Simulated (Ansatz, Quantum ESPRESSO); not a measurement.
# Predicting the next point of a tunnelling series: vacuum gaps between two Na(100) faces

**Set-up.** Quantum ESPRESSO 7.5 (pw.x, pwcond.x), PBE, GBRV ultrasoft; geometry as built. T is the transmission per spin at the Fermi level, averaged over the mesh across the current, in a cell of 17.64 Å². The series steps the width of the vacuum gap.

| width (Å) | T |
| --- | --- |
| 4 | 0.643 |
| 5 | 0.339 |
| 6 | 0.131 |

One more run was made and is withheld. What is T at 7 Å?

By hand: These rows are near contact, where ln T need not fall linearly; take a line all the same. The last two rows give a slope of ln(0.339/0.131)/(6 − 5) = 0.951 per Å, so T(7) ≈ 0.131 × exp(−0.951 × 1) = 0.0506.

**Check.** T = 0.0338; the estimate is 1.50 times that. The slope over the last interval is 1.352: steeper than before. Points of the mesh with over 2.5 times the mean carry 52 % of this T, so the value leans on the mesh. A second code, Ansatz 0.2.0, gives 0.0339.

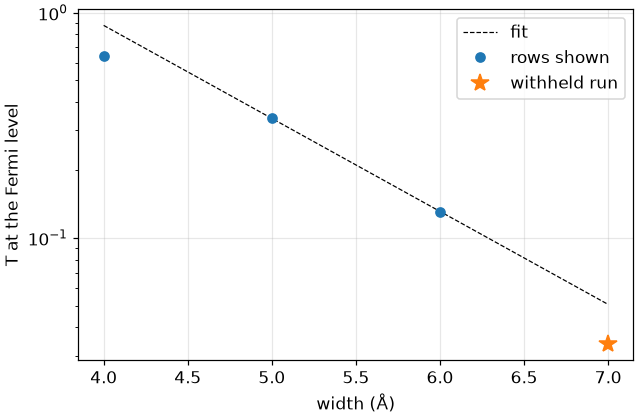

The rows shown, the fit and the withheld run.

**Limits.** Short leads, unrelaxed atoms, a barrier without the image potential and an untested mesh.
